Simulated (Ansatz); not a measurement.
The starting structures come from a database of crystals and need not be the phases stable at ambient conditions.

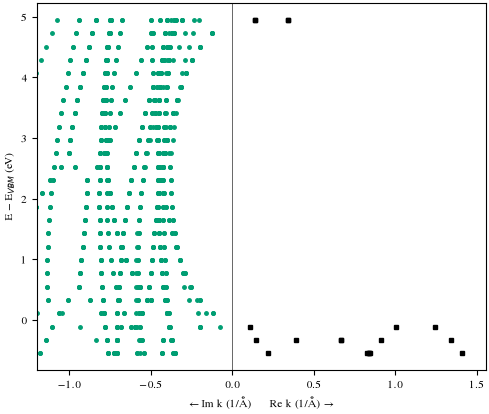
Figure. Complex bands at the centre of the two-dimensional zone; r2SCAN in Ansatz (a quantum-chemistry and plane-wave program)

The gap is the functional's own. No spin-orbit coupling. Mid-gap values are those at the computed energy nearest the middle.

This is Si3N4 (I-43d, 14 atoms a cell, 9.6 Å³ an atom) along the normal of (111). Read off the slowest decay at the centre of the two-dimensional zone at 2.31 eV, the computed energy nearest the middle of the gap.

κ ≈ 0.38 1/Å, a decay length 1/(2κ) of the density of 1.3 Å.
